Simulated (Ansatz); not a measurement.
Geometry relaxation, with input and output: MoF7

- system: MoF7, multiplicity 2
- method: UKS PBE/def2-SVP (Ansatz 0.2.0)

The input holds or restrains some coordinates. It belongs to a series of runs on one base structure; here: pulled along the bonds that form and break, towards end A.

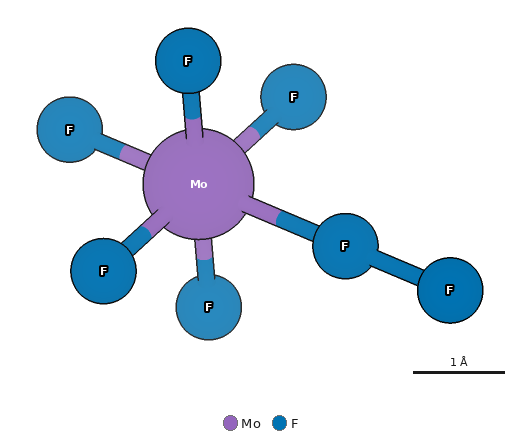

Fig. 1: The structure as given in the input (ball-and-stick view, seen at a tilt). Sticks mark near contacts. Bond lengths as drawn: F–F 1.44 Å and F–Mo 1.77 to 2.02 Å.

### The input
```yaml
crystal:
  periodic: [false, false, false]
  atoms:
    - { symbol: Mo, position_ang: [0.0, 0.0, 0.0] }
    - { symbol: F, position_ang: [0.0, 0.0, 2.02] }
    - { symbol: F, position_ang: [1.77, 0.0, 0.0] }
    - { symbol: F, position_ang: [0.0, 1.77, 0.0] }
    - { symbol: F, position_ang: [-1.77, 0.0, 0.0] }
    - { symbol: F, position_ang: [0.0, -1.77, 0.0] }
    - { symbol: F, position_ang: [0.0, 0.0, -1.77] }
    - { symbol: F, position_ang: [0.0, 0.0, 3.46] }
magnetization:
  spin_polarized: true
  initial_magnetization: 1
basis:
  gaussian: { orbitals: def2-SVP }
hamiltonian:
  xc: pbe
relax:
  f_tol: 0.15
  max_steps: 25
  restrain:
    - { distance: [1, 7], at: 2.34, k: 30.0 }
    - { distance: [0, 1], at: 1.77, k: 30.0 }
output:
  orbitals: {}
```

Command:
```bash
ansatz run input.yaml --threads 4 --pin off --max-ram 5120MiB --backend cpu --events-out ev --progress --plain --runs-dir out
```

### Output
```
The last accepted step is kept in [file] (removed where the run ends without a failure and the disk answers)
Engine: ansatz 0.2.0, aarch64-unknown-linux-gnu
Functional definition: PBE
  parameter kappa = 0.804
  parameter beta = 0.06672455060314922
  exchange = pbe_x(kappa = kappa, mu = beta*pi^2/3)
  correlation = pbe_c(beta = beta)
1339 factors; their error is unknown
mean field evaluation 1: about -20830.0006 eV, gradient 6.0e1 eV
mean field evaluation 2: about -20426.5449 eV, gradient 2.4e2 eV
mean field evaluation 4: about -20820.2665 eV, gradient 7.3e1 eV
mean field evaluation 8: about -20842.6810 eV, gradient 8.1e-3 eV
mean field evaluation 16: about -20842.6864 eV, gradient 1.0e-1 eV
mean field evaluation 32: about -20830.0006 eV, gradient 6.0e1 eV
mean field evaluation 64: about -20833.8691 eV, gradient 2.2e-1 eV
mean field evaluation 96: about -20841.3526 eV, gradient 3.3e0 eV
mean field evaluation 128: about -20842.2724 eV, gradient 7.9e0 eV
mean field evaluation 160: about -20841.5434 eV, gradient 1.1e1 eV
mean field evaluation 192: about -20841.6966 eV, gradient 7.4e0 eV
mean field -20842.68642193 eV, -765.9545983258 hartree, gradient 3.8e-6 eV, S^2 0.753574; 18 other end points of the search recorded, 0 dependent functions left out
the calculation of the forces begins
reference -20842.68649763 eV, -765.9546011075 hartree; 39, 38 occupied and 90, 91 virtual orbitals, 1339 factors
WARN: the results are in doubt because the forces break the atoms' symmetry
relax step   1: F+E_penalty+E_count = -20842.68642193 eV  Δ(F+E_penalty+E_count) = +0.000e0 eV  max|allowed force component| = 1.139e1 eV/Å  E_restraint = 13.08750000 eV  max|allowed force component, restraints' pulls added| = 4.589e1 eV/Å  Δτ_max = 0.0000 Å  (682 SCF iters, accepted)
  distance F 1 - F 7 = 1.4400 Å
  distance Mo 0 - F 1 = 2.0200 Å
these checks for a lower state are left out or cut short: starts, cluster_reference, orbital_swaps, neighbouring_geometries, increment
1339 factors; their error is unknown
mean field -20845.15144266 eV, -766.0451861665 hartree, gradient 1.6e-5 eV, S^2 0.752308; 0 other end points of the search recorded, 0 dependent functions left out
the calculation of the forces begins
reference -20845.15151780 eV, -766.0451889278 hartree; 39, 38 occupied and 90, 91 virtual orbitals, 1339 factors
relax step   2: F+E_penalty+E_count = -20845.15144266 eV  Δ(F+E_penalty+E_count) = -2.465e0 eV  max|allowed force component| = 1.818e0 eV/Å  E_restraint = 4.23111808 eV  max|allowed force component, restraints' pulls added| = 1.890e1 eV/Å  Δτ_max = 0.1949 Å  (51 SCF iters, accepted)
  distance F 1 - F 7 = 1.8138 Å
  distance Mo 0 - F 1 = 1.8421 Å
these checks for a lower state are left out or cut short: starts, cluster_reference, orbital_swaps, neighbouring_geometries, increment
1339 factors; their error is unknown
mean field evaluation 224: about -20845.2920 eV, gradient 8.7e-5 eV
mean field -20845.29200649 eV, -766.0503517921 hartree, gradient 8.8e-6 eV, S^2 0.750997; 0 other end points of the search recorded, 0 dependent functions left out
the calculation of the forces begins
reference -20845.29208136 eV, -766.0503545437 hartree; 39, 38 occupied and 90, 91 virtual orbitals, 1339 factors
relax step   3: F+E_penalty+E_count = -20845.29200649 eV  Δ(F+E_penalty+E_count) = -1.406e-1 eV  max|allowed force component| = 3.427e0 eV/Å  E_restraint = 0.72802130 eV  max|allowed force component, restraints' pulls added| = 6.853e0 eV/Å  Δτ_max = 0.1946 Å  (49 SCF iters, accepted)
  distance F 1 - F 7 = 2.1202 Å
  distance Mo 0 - F 1 = 1.7555 Å
these checks for a lower state are left out or cut short: starts, cluster_reference, orbital_swaps, neighbouring_geometries, increment
1339 factors; their error is unknown
mean field -20845.47167713 eV, -766.0569545664 hartree, gradient 5.2e-6 eV, S^2 0.750891; 0 other end points of the search recorded, 0 dependent functions left out
the calculation of the forces begins
reference -20845.47175190 eV, -766.0569573139 hartree; 39, 38 occupied and 90, 91 virtual orbitals, 1339 factors
relax step   4: F+E_penalty+E_count = -20845.47167713 eV  Δ(F+E_penalty+E_count) = -1.797e-1 eV  max|allowed force component| = 1.621e0 eV/Å  E_restraint = 0.02890226 eV  max|allowed force component, restraints' pulls added| = 9.671e-1 eV/Å  Δτ_max = 0.1949 Å  (64 SCF iters, accepted)
  distance F 1 - F 7 = 2.3081 Å
  distance Mo 0 - F 1 = 1.8001 Å
these checks for a lower state are left out or cut short: starts, cluster_reference, orbital_swaps, neighbouring_geometries, increment
1339 factors; their error is unknown
mean field -20845.49467715 eV, -766.0577998016 hartree, gradient 3.3e-6 eV, S^2 0.750879; 0 other end points of the search recorded, 0 dependent functions left out
the calculation of the forces begins
reference -20845.49475181 eV, -766.0578025451 hartree; 39, 38 occupied and 90, 91 virtual orbitals, 1339 factors
relax step   5: F+E_penalty+E_count = -20845.49467715 eV  Δ(F+E_penalty+E_count) = -2.300e-2 eV  max|allowed force component| = 1.213e0 eV/Å  E_restraint = 0.02452037 eV  max|allowed force component, restraints' pulls added| = 1.319e-1 eV/Å  Δτ_max = 0.0501 Å  (61 SCF iters, accepted)
  distance F 1 - F 7 = 2.3396 Å
  distance Mo 0 - F 1 = 1.8104 Å
1339 factors; their error is unknown
mean field evaluation 256: about -20831.6138 eV, gradient 6.2e1 eV
mean field evaluation 288: about -20845.4947 eV, gradient 4.7e-6 eV
mean field evaluation 320: about -20845.4876 eV, gradient 1.3e0 eV
```

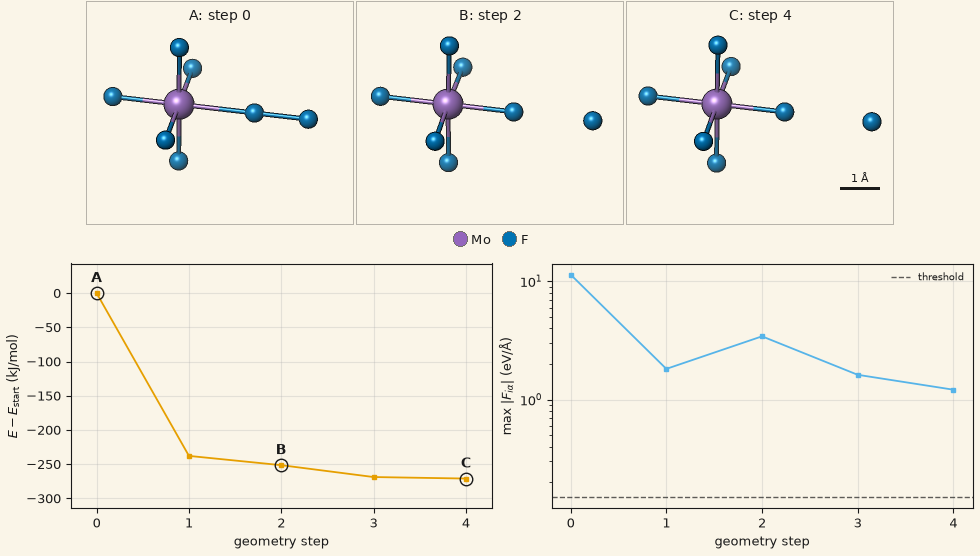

Fig. 2: Frames of the restrained relaxation (ball-and-stick view, seen at a tilt) above the curves, on which the letters mark them (the first geometry is step 0 here and step 1 in the log).

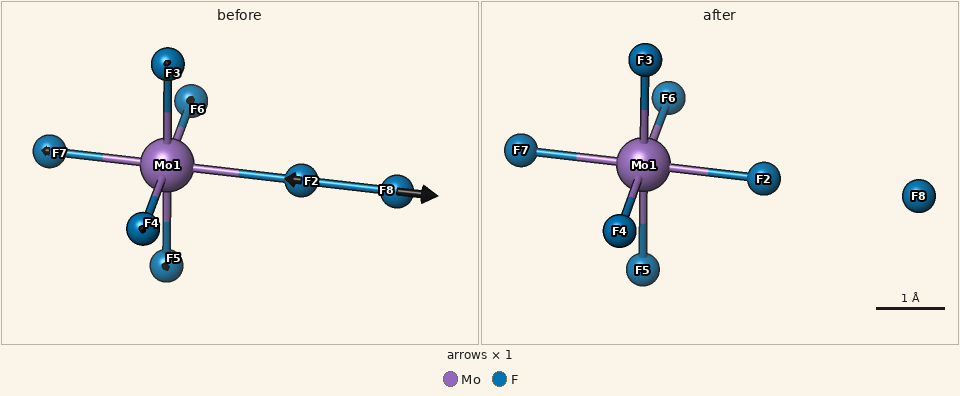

Fig. 3: Before (left) and after (right) the restrained relaxation, at one scale (ball-and-stick view, seen at a tilt). The black arrows give the displacements, at true length. The largest move after the best rigid fit is that of F8, 0.63 Å. Largest moves by element: F 0.63 Å, Mo 0.06 Å. Distances before and after: F2–F8 1.440 → 2.340 Å, Mo1–F2 2.020 → 1.810 Å, Mo1–F3 1.770 → 1.842 Å. After 4 geometry steps the energy has fallen by 271.0 kJ/mol. The largest force component goes from 11 to 1.2 eV/Å. (Atoms are counted from 1 in the order of the input.)

```
mean field -20845.49467715 eV, -766.0577998016 hartree, gradient 3.3e-6 eV, S^2 0.750879; 8 other end points of the search recorded, 0 dependent functions left out
the calculation of the forces begins
reference -20845.49475181 eV, -766.0578025451 hartree; 39, 38 occupied and 90, 91 virtual orbitals, 1339 factors
Total energy: -20845.49475181 eV, -766.0578025451 hartree
Atom 0 at    -0.002297    -0.002297    -0.055813 Å, force     0.000111     0.000111    -1.080949 eV/Å
Atom 1 at    -0.012003    -0.012003     1.754565 Å, force    -0.005284    -0.005284     1.212942 eV/Å
Atom 2 at     1.840092     0.000567    -0.039180 Å, force     0.008061    -0.002843    -0.032804 eV/Å
Atom 3 at     0.000567     1.840092    -0.039180 Å, force    -0.002844     0.008061    -0.032804 eV/Å
Atom 4 at    -1.844951     0.000600    -0.052905 Å, force    -0.004504    -0.002734    -0.029242 eV/Å
Atom 5 at     0.000600    -1.844951    -0.052905 Å, force    -0.002734    -0.004504    -0.029242 eV/Å
Atom 6 at     0.000272     0.000272    -1.898400 Å, force     0.006521     0.006521     0.003501 eV/Å
Atom 7 at     0.017720     0.017719     4.093819 Å, force     0.000673     0.000673    -0.011402 eV/Å
Dipole moment:    -0.000031    -0.000031    -0.071470 e Å
```

### Trajectory as extended XYZ (Å, eV, eV/Å), 5 frames, from step=1 to step=5
```
8
Properties=species:S:1:pos:R:3:forces:R:3 step=1 energy=-20842.68642
Mo    0.0000    0.0000    0.0000    0.7511   0.7511   2.7667
F     0.0000    0.0000    2.0200   -0.6321  -0.6321 -11.3875
F     1.7700    0.0000    0.0000    2.9735  -0.0057   0.2611
F     0.0000    1.7700    0.0000   -0.0057   2.9735   0.2611
F    -1.7700    0.0000    0.0000   -3.0417   0.0398   0.2281
F     0.0000   -1.7700    0.0000    0.0398  -3.0417   0.2281
F     0.0000    0.0000   -1.7700   -0.3115  -0.3114  -2.8865
F     0.0000    0.0000    3.4600    0.2266   0.2266  10.5288
8
Properties=species:S:1:pos:R:3:forces:R:3 step=2 energy=-20845.15144
Mo    0.0070    0.0070   -0.0006   -0.2756  -0.2756   0.2199
F    -0.0166   -0.0166    1.8412    0.0098   0.0098  -0.9535
F     1.8115    0.0012    0.0053    1.3417   0.0245   0.0456
F     0.0012    1.8115    0.0053    0.0245   1.3417   0.0456
F    -1.8039    0.0024    0.0049   -1.1686   0.0186   0.0205
F     0.0024   -1.8039    0.0049    0.0186  -1.1686   0.0205
F    -0.0077   -0.0077   -1.8058    0.0216   0.0216  -1.2171
F     0.0061    0.0061    3.6547    0.0281   0.0281   1.8185
8
Properties=species:S:1:pos:R:3:forces:R:3 step=3 energy=-20845.29201
Mo   -0.0007   -0.0007   -0.0262    0.1189   0.1189  -2.1669
F    -0.0150   -0.0150    1.7292    0.0032   0.0032   3.4271
F     1.8250    0.0009    0.0001    0.6803   0.0056  -0.0542
F     0.0009    1.8250    0.0001    0.0056   0.6803  -0.0542
F    -1.8224    0.0009   -0.0034   -0.8153   0.0060  -0.0958
F     0.0009   -1.8224   -0.0034    0.0060  -0.8153  -0.0958
F    -0.0012   -0.0012   -1.8356   -0.0035  -0.0035  -1.2190
F     0.0124    0.0124    3.8490    0.0048   0.0048   0.2590
8
Properties=species:S:1:pos:R:3:forces:R:3 step=4 energy=-20845.47168
Mo   -0.0018   -0.0018   -0.0638    0.0493   0.0493  -1.0364
F    -0.0131   -0.0131    1.7362    0.0059   0.0059   1.6210
F     1.8424    0.0017   -0.0226   -0.0408  -0.0015  -0.1042
F     0.0017    1.8424   -0.0226   -0.0015  -0.0408  -0.1042
F    -1.8444    0.0019   -0.0302   -0.0121  -0.0022  -0.1211
F     0.0019   -1.8444   -0.0302   -0.0022  -0.0121  -0.1211
F    -0.0012   -0.0012   -1.9007    0.0004   0.0004  -0.1430
F     0.0146    0.0146    4.0439    0.0010   0.0010   0.0088
8
Properties=species:S:1:pos:R:3:forces:R:3 step=5 energy=-20845.49468
Mo   -0.0023   -0.0023   -0.0558    0.0001   0.0001  -1.0809
F    -0.0120   -0.0120    1.7546   -0.0053  -0.0053   1.2129
F     1.8401    0.0006   -0.0392    0.0081  -0.0028  -0.0328
F     0.0006    1.8401   -0.0392   -0.0028   0.0081  -0.0328
F    -1.8450    0.0006   -0.0529   -0.0045  -0.0027  -0.0292
F     0.0006   -1.8450   -0.0529   -0.0027  -0.0045  -0.0292
F     0.0003    0.0003   -1.8984    0.0065   0.0065   0.0035
F     0.0177    0.0177    4.0938    0.0007   0.0007  -0.0114
```

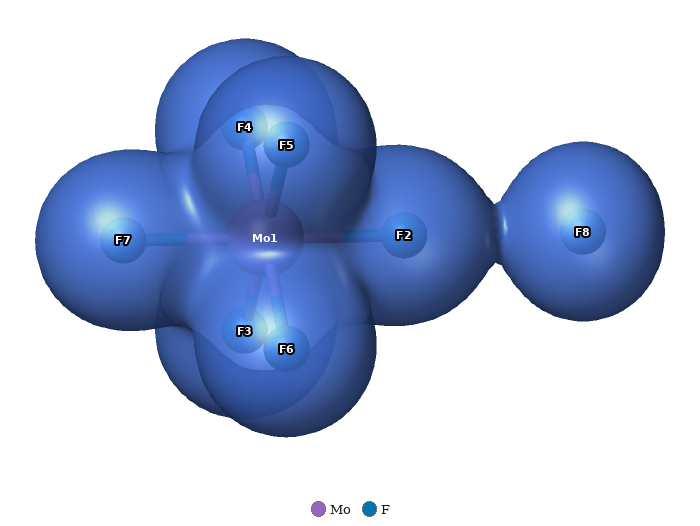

Fig. 4: Isosurface of the total electron density at 0.1 e/Å³ (blue), seen at a tilt. At this value the surface is in one piece. On the grid the lowest density along these lines, outside the cores, is 0.13 e/Å³ (F···F, 2.34 Å) and 1.2 e/Å³ (Mo–F, 1.81 Å).

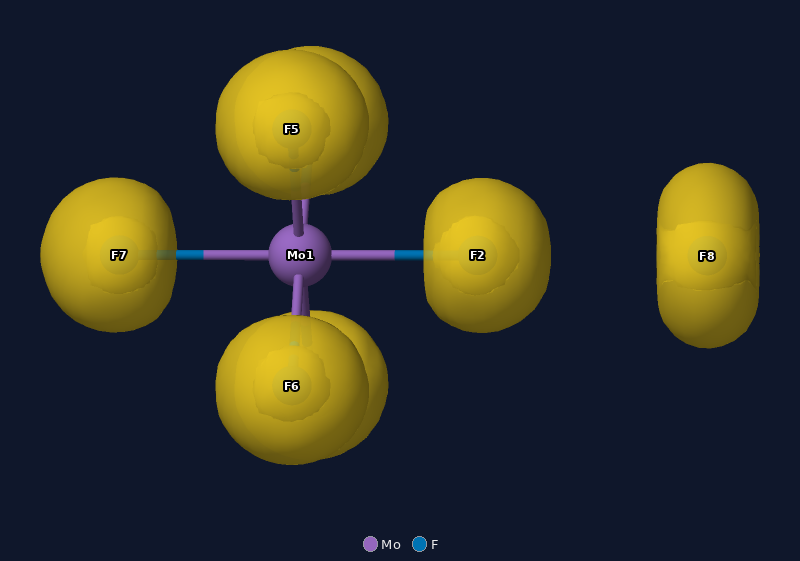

Fig. 5: Isosurface of the electron localisation function at 0.75 (yellow), seen face on. Core shells and regions of very low density are left out. Profiles from the grid: F2···F8 (2.34 Å): the ELF is only about 0.05 between them. Mo–F (1.81 Å): the ELF peaks at about 0.80 in the valence shell of F, 0.5 Å from its nucleus, and drops to about 0.30 between the two atoms.

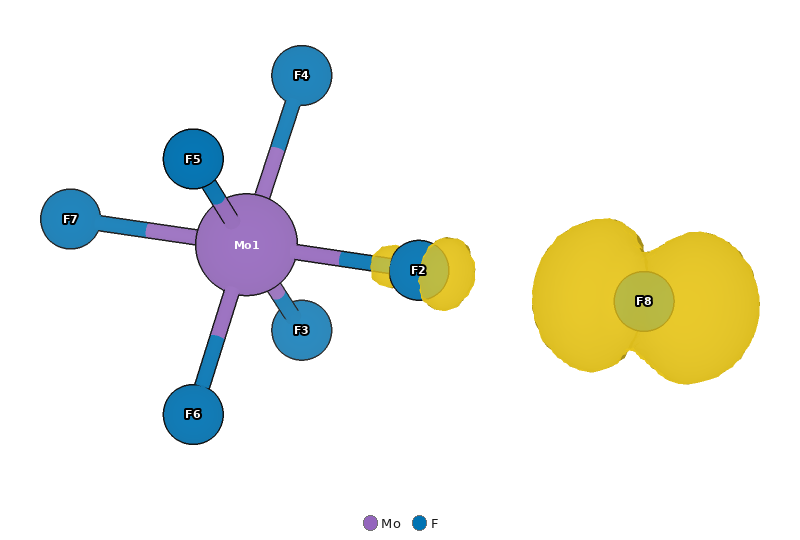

Fig. 6: Isosurface of the spin density at +0.04 e/Å³ (yellow), seen at a tilt. The unpaired spin (1 electron) lies mostly on F8 (about 1.0), in electrons by Hirshfeld's partition.

### Summary

```json
{"quantity": "outcome", "value": "converged under the restraints of the input"}
{"quantity": "total energy", "value": "−20845.4948 eV"}
{"quantity": "mean-field energy", "value": "−20845.4948 eV"}
{"quantity": "⟨S²⟩", "value": "0.751"}
{"quantity": "largest force (length of the vector) at the end, held atoms and coordinates included", "value": "1.213 eV/Å"}
{"quantity": "hardware", "value": "4 threads of Arm Neoverse V2, 24 GiB of memory available, shared host"}
{"quantity": "wall time", "value": "56 s (CPU time 3.6 min)"}
{"quantity": "peak memory", "value": "0.39 GiB"}
```
